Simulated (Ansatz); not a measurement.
# SiH2ClO (SMILES O[SiH]Cl): UCCSD/STO-3G

What is the vertical doublet–quartet gap of SiH2ClO at UCCSD/STO-3G? 

Program for the calculation: Ansatz 0.2.0.

70 further runs of the same task are left out: 1 that didn't finish, 69 set aside as unsound or not needed.

### 1 The system as given

The species is SiH2ClO (5 atoms), meant as a doublet with charge 0. As SMILES, `O[SiH]Cl`. The coordinates come from a PBE0-D4/def2-TZVP relaxation. This is one conformer, not always the lowest.

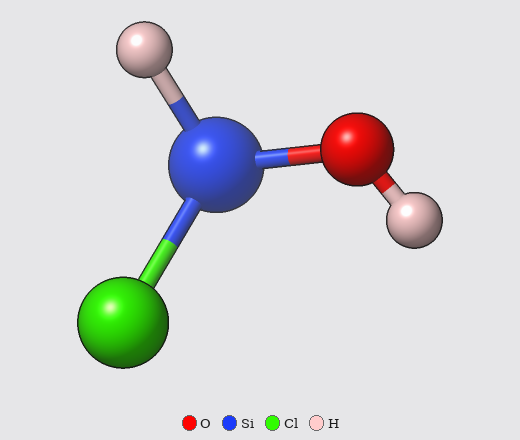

Viewed from a chosen angle; oxygen red, silicon blue, chlorine green, hydrogen pink.

### 2 A single-point energy at UCCSD/STO-3G

File in.yaml:

```yaml
crystal:
  periodic: [false, false, false]
  atoms:
    - {symbol: O, position_ang: [-0.806100, -0.432000, -0.746500]}
    - {symbol: Si, position_ang: [-0.092300, 0.479800, 0.414000]}
    - {symbol: Cl, position_ang: [1.606600, -0.440800, 1.143600]}
    - {symbol: H, position_ang: [-1.024100, -1.343200, -0.540000]}
    - {symbol: H, position_ang: [0.316000, 1.736300, -0.271100]}
basis:
  gaussian: {orbitals: STO-3G}
total_charge: 0
accuracy: high
magnetization: {spin_polarized: true, initial_magnetization: 1}
scf: {omitted_lower_state_checks: [cluster_reference, increment]}
correlation: {method: ccsd, frozen_orbitals: {Cl: 5, H: 0, O: 1, Si: 5}}
```

Launch:

```
$ ansatz run in.yaml --threads 1 --pin off --max-ram 2610MiB --events-out events.jsonl --progress --plain --runs-dir runs
```

Standard output (excerpt; [...] marks lines left out):

```text
Warning: RAYON_NUM_THREADS=1 ignored (pool sized by the plan → 1); use --threads N
Functional definition: HF
  name "HF"
[...]
460 factors; integrals over basis functions are off by at most 3.1e-8 eV
[...]
mean field -22182.91278159 eV, -815.2070086051 hartree, gradient 2.0e-8 eV, S^2 0.753429; 0 other end points of the search recorded, 0 dependent functions left out
11 core orbitals not correlated: weight in the atoms' cores, before any rotation towards them, 1.000 or more for the frozen orbitals, at most 0.000 for the correlated occupied ones
reference -22182.91278159 eV, -815.2070086051 hartree; 10, 9 occupied and 4, 5 virtual orbitals, 460 factors
second order -1.85348173 eV of doubles, -0.00000000 eV of singles
cycle   1  -2.17538222 eV  change   -3.2e-1 eV  update   7.0e-2
[...]
cycle  22  -2.41152125 eV  change   -1.3e-9 eV  update   1.3e-9
Total energy: -22185.32430284 eV, -815.2956303765 hartree
Checks for a lower state left out: cluster_reference, increment
```

Wall time 0.34 s (1 thread of Arm Neoverse V2, shared host).

### 3 The quartet

File molecule.yaml:

```yaml
crystal:
  periodic: [false, false, false]
  atoms:
    - symbol: O
      position_ang: [-0.806100, -0.432000, -0.746500]
    - symbol: Si
      position_ang: [-0.092300, 0.479800, 0.414000]
    - symbol: Cl
      position_ang: [1.606600, -0.440800, 1.143600]
    - symbol: H
      position_ang: [-1.024100, -1.343200, -0.540000]
    - symbol: H
      position_ang: [0.316000, 1.736300, -0.271100]
basis:
  gaussian:
    orbitals: STO-3G
magnetization:
  spin_polarized: true
  initial_magnetization: 3
correlation:
  method: ccsd
  frozen_orbitals: {Cl: 5, H: 0, O: 1, Si: 5}
accuracy: high
scf:
  omitted_lower_state_checks: [cluster_reference, increment]
```

Launch:

```
$ ansatz run molecule.yaml --threads 1 --pin off --max-ram 2610MiB --events-out events.jsonl --progress --plain --runs-dir runs
```

Standard output (excerpt; [...] marks lines left out):

```text
Warning: RAYON_NUM_THREADS=1 ignored (pool sized by the plan → 1); use --threads N
Functional definition: HF
  name "HF"
[...]
460 factors; integrals over basis functions are off by at most 3.1e-8 eV
[...]
mean field -22173.79713657 eV, -814.8720148293 hartree, gradient 2.5e-8 eV, S^2 3.754920; 7 other end points of the search recorded, 0 dependent functions left out
11 core orbitals not correlated: weight in the atoms' cores, before any rotation towards them, 1.000 or more for the frozen orbitals, at most 0.000 for the correlated occupied ones
reference -22173.79713657 eV, -814.8720148293 hartree; 11, 8 occupied and 3, 6 virtual orbitals, 460 factors
second order -1.18520189 eV of doubles, -0.00000000 eV of singles
cycle   1  -1.51311153 eV  change   -3.3e-1 eV  update   5.7e-2
[...]
cycle  50  -1.77949505 eV  change  -6.3e-10 eV  update   1.6e-9
Total energy: -22175.57663161 eV, -814.9374100661 hartree
Checks for a lower state left out: cluster_reference, increment
```

Wall time 0.78 s (1 thread of Arm Neoverse V2, shared host).

### 4 What came out

Level: UCCSD/STO-3G, 11 core orbitals frozen.

| quantity | value |
| --- | --- |
| doublet: total energy | -815.29563 Eh |
| doublet: correlation energy (11 core orbitals frozen) | -88.6 mEh |
| doublet: ⟨S²⟩ of the reference determinant | 0.753 |
| doublet: T1 diagnostic | 0.015 |
| quartet: total energy | -814.93741 Eh |
| quartet: correlation energy (11 core orbitals frozen) | -65.4 mEh |
| quartet: ⟨S²⟩ of the reference determinant | 3.755 |
| quartet: T1 diagnostic | 0.021 |
| vertical energy of the quartet above the doublet | 9.748 eV |

**Reading.** At this shape the quartet lies 9.75 eV (225 kcal/mol) above the doublet. In a minimal basis such a difference can be off by several eV, whatever the method.
